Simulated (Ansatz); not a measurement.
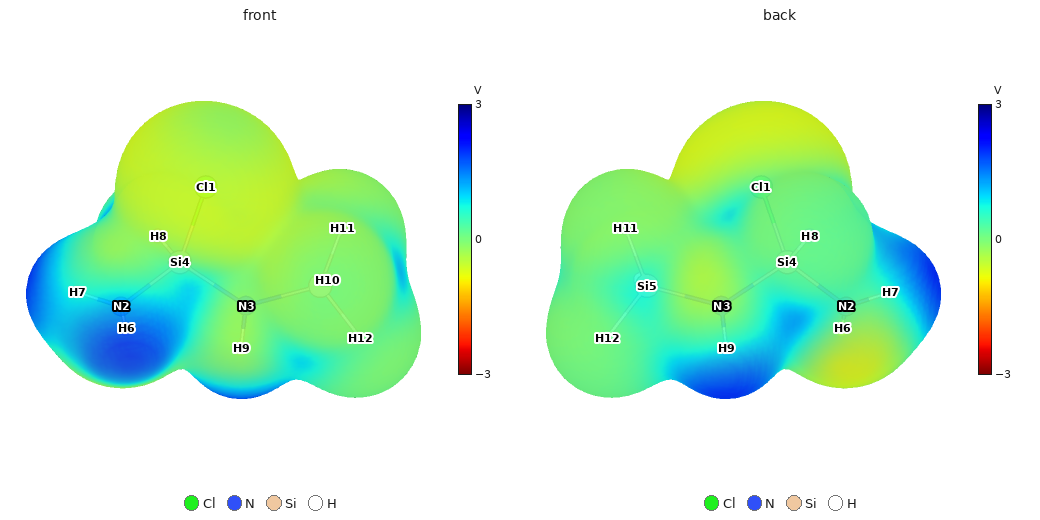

The picture shows: ClH₇N₂Si₂. The molecular electrostatic potential painted on the density surface at 0.002 e/bohr³, seen from the front and from behind; the colour scale runs from red (negative) to blue (positive).

Geometry: PBE-D3(BJ)/def2-SVP.

All numbers below come from isolated molecule in a Gaussian basis; Kohn-Sham density functional theory, functional PBE0 (Ansatz).

```csv
atom,x (Å),y (Å),z (Å)
Cl,-0.0681,3.3107,-1.3481
N,-2.2904,1.3557,0.0415
N,0.4106,0.5864,-0.1567
Si,-0.8881,1.4070,-0.9602
Si,2.1003,1.0669,-0.0010
H,-2.2350,1.6987,1.0044
H,-3.2051,1.5599,-0.3692
H,-1.3187,0.8747,-2.2916
H,0.1654,-0.3133,0.2688
H,2.2960,2.2559,0.8993
H,2.7317,1.3696,-1.3307
H,2.7994,-0.1148,0.6169
```

Where is the surface potential most negative and most positive?

The most negative region (about −0.8 V) lies over Cl1 and N2, the most positive (about +2.0 V) over H6, H7 and H9.

What dipole moment does the calculation give?

Its dipole moment is 2.54 D.
